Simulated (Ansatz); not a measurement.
BH4N

Input

```
crystal:
  periodic: [false, false, false]
  atoms:
    - { symbol: B, position_ang: [0.0, 0.0, 0.0] }
    - { symbol: H, position_ang: [0.0, 0.0, 1.19] }
    - { symbol: "N", position_ang: [1.3423, 0.0, -0.775] }
    - { symbol: H, position_ang: [1.8089, -0.9179, -1.0268] }
    - { symbol: H, position_ang: [1.7937, 0.9179, -1.0532] }
    - { symbol: H, position_ang: [-1.0305, 0.0, -0.595] }
basis:
  gaussian: { orbitals: "6-31G*" }
hamiltonian:
  xc: pbe
relax:
  f_tol: 0.02
  max_steps: 40
output:
  orbitals: {}
```

Launched as:

```sh
ansatz run input.yaml --threads 1 --pin off --max-ram 2048MiB --backend cpu --events-out ev --progress --plain --runs-dir out
```

The fields are those of the run's last geometry, not of the input's.

Method: RKS PBE/6-31G* in Ansatz.

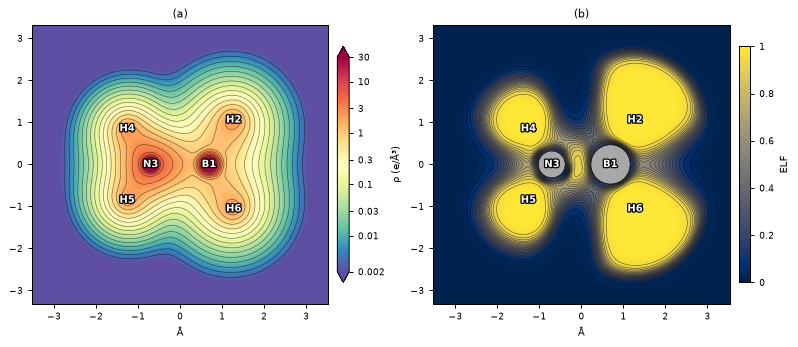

Figure 1. (a) total electron density; (b) electron localisation function on the molecular plane. Grey discs cover the atomic cores in the ELF map.

What do the fields say about this system?

The section cuts through B, H and N sites.
B–N (1.40 Å): the density is about 1.9 e/Å³ at the midpoint; the ELF peaks at about 0.90 between the atoms (a short, strongly polar bond).
N–H (1.02 Å): ρ at the midpoint is about 2.8 e/Å³; the ELF climbs to about 1 towards the hydrogen, as it does in any bond to H; a covalent bond by its length.
B–H (1.21 Å): ρ at the midpoint is about 1.2 e/Å³; the ELF climbs to about 1 towards the hydrogen; an ordinary covalent bond to hydrogen.

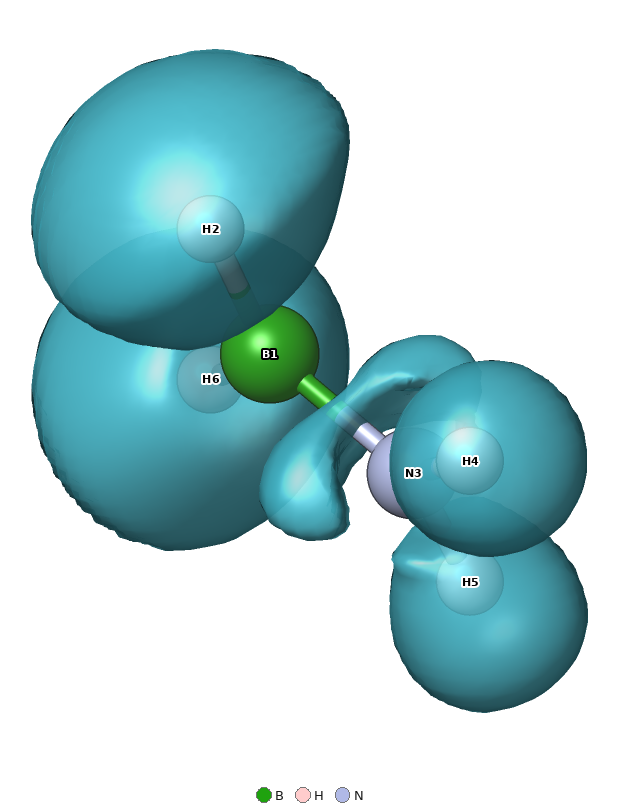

Figure 2. Isosurface of the electron localisation function at 0.85 (cyan), seen at an oblique angle. Core shells and regions of very low density are left out.

Describe the localisation domains.

At this value the surface marks out one region between bonded B–N atoms (shared pairs) and four regions around hydrogen nuclei.

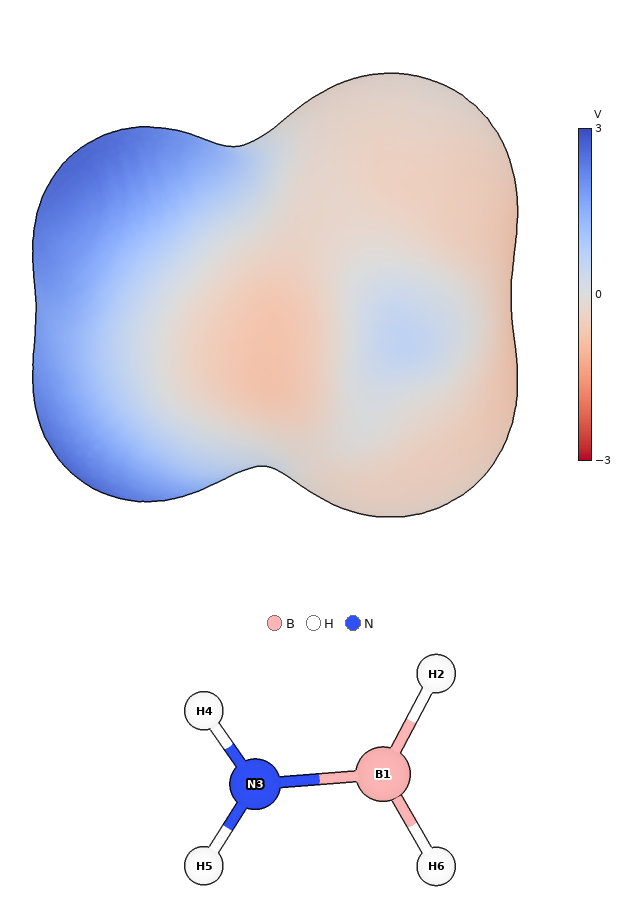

Figure 3. The electrostatic potential painted on the density surface at 0.004 e/bohr³, seen at a tilt; red is negative and blue positive. The bare structure is drawn below in the same view.

Where is the surface potential most negative and most positive?

The most negative region (about −0.8 V, or −18 kcal/mol for a unit charge) lies over N3, the most positive (about +2.5 V, or +58 kcal/mol for a unit charge) over H4 and H5.
